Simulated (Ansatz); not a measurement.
Computed frozen-phonon scan: BAs (zinc blende)

Relaxed BAs (zinc blende):

```
BAs
1.0
    0.00000     4.78259     4.78259
    2.39129     2.39129     4.78259
    2.39129     2.39129     0.00000
As B
2 2
Direct
  0.00000   0.75000   0.75000
  0.50000   0.75000   0.75000
  0.00000   0.00000   0.00000
  0.50000   0.00000   0.00000
```

A phonon eigenvector at X = (0.5, 0.5, 0.0) is frozen into this cell: atom i moves by Q times the vector below, so Q is the largest atomic displacement, in Å. The cell is held. (q is in reciprocal vectors of the primitive cell; the cell shown is doubled to hold the pattern.)

| atom | x | y | z |
|---|---|---|---|
| B3 | 0.000 | 0.000 | -1.000 |
| B4 | 0.000 | 0.000 | 1.000 |

Atoms not listed stay in place.

Computed with r2SCAN (plane waves to 500 eV, PAW, scalar-relativistic; Ansatz, a first-principles code). k mesh 12×12×12 (Γ-centred), Fermi-Dirac smearing 0.05 eV. Energies are smeared free energies. BAs was relaxed with its symmetry unable to fall. The PAW data are Ansatz's earlier set. The zero of ΔE is the undisplaced structure.

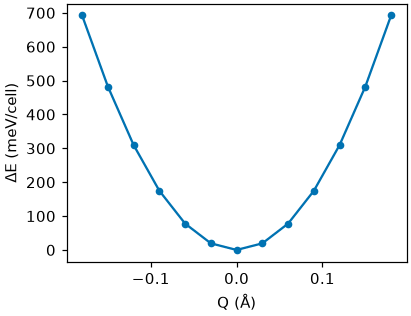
*ΔE (meV/cell) against Q (Å); computed points joined by lines.*

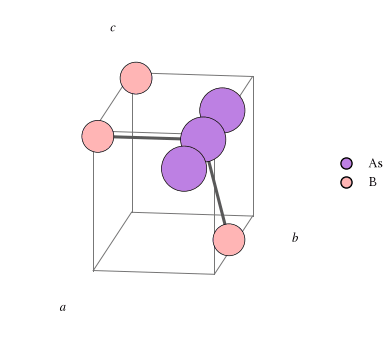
Figure. The cell of the calculation at Q = -0.180 Å.

The energy at Q = 0.180 Å comes out as 692 meV/cell. Symmetry of the curve: even: the same for both signs. Space group of the distorted cell: P-4m2 (No. 115), lowered from F-43m. Wavenumber by perturbation theory (DFPT, on another k mesh): 738 cm⁻¹. Shape of the curve: a single well with its minimum at or next to zero displacement.

(For displaced atoms, the force is minus the slope of the energy, and its curvature is a force constant, which sets phonon frequencies.)
